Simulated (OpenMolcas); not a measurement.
## A ladder of methods for CH5BN2 (SMILES NC1BN1)

The species is CH5BN2 (9 atoms), meant as a singlet with charge 0. SMILES: `NC1BN1`. Geometry: relaxed at PBE0-D4/def2-TZVP. This is one conformer, not always the lowest.

```
atom    x (Å)    y (Å)    z (Å)
   N   0.1429   1.1944  -0.6406
   C  -0.3642  -0.0772  -0.2223
   B   0.5912  -1.1941   0.3032
   N  -0.1305  -0.4699   1.1715
   H   0.7840   1.1174  -1.4170
   H  -0.5899   1.8426  -0.8924
   H  -1.3664  -0.3172  -0.5827
   H   1.4142  -2.0390   0.1947
   H  -0.3928  -0.1032   2.0683
```

Quantity: the HOMO–LUMO gap, in eV. The values are calculated.

| level | kind | program | value (eV) |
| --- | --- | --- | --- |
| HF/cc-pVDZ | Hartree–Fock | OpenMolcas | 14.32 |
| BLYP/cc-pVDZ | GGA | OpenMolcas | 4.68 |
| PBE/cc-pVDZ | GGA | OpenMolcas | 4.67 |
| revPBE/cc-pVDZ | GGA | OpenMolcas | 4.72 |
| M06-L/cc-pVDZ | meta-GGA | OpenMolcas | 5.47 |
| r2SCAN/cc-pVDZ | meta-GGA | OpenMolcas | 5.35 |
| BHLYP/cc-pVDZ | global hybrid | OpenMolcas | 9.63 |
| M06-2X/cc-pVDZ | hybrid meta-GGA | OpenMolcas | 9.52 |

The values span 4.67 to 14.32 eV. Orbital gaps aren't excitation energies; they tend to grow with the share of exact exchange.

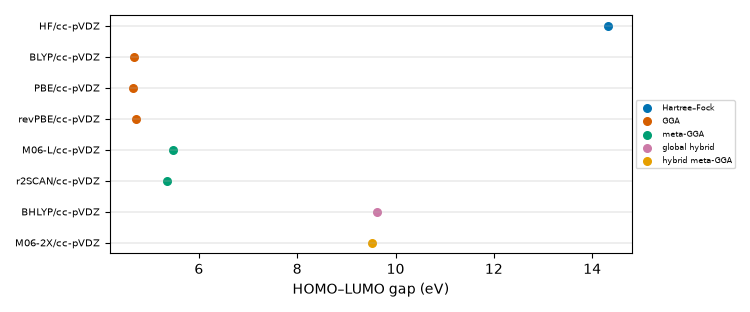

The values of the table, level by level.
